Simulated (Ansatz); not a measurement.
The parent structure is YN in the rock salt structure (space group Fm-3m, No. 225; a = 4.9060 Å).

One thing is altered: a hydrostatic pressure of 1.5 GPa.

Level of theory: PBE, PAW, 420 eV (Ansatz, a quantum-chemistry and plane-wave program; without spin-orbit coupling), earlier PAW set.

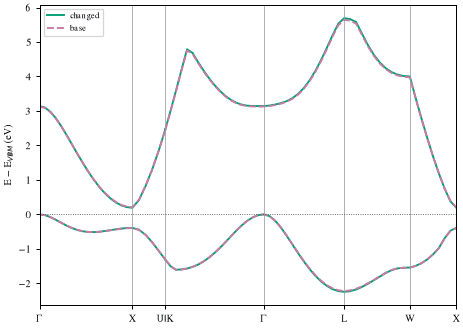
Fig. 1. Highest valence and lowest conduction band along the path, each from its own valence-band maximum

The gap is 0.19 eV, indirect, Γ → X; the base has 0.21 eV.

Load acts through the strain it causes; cell and atoms are relaxed under it. Whether these cells are dynamically stable was not tested. A zero or small gap of YN can be the functional's error rather than a property of the material.
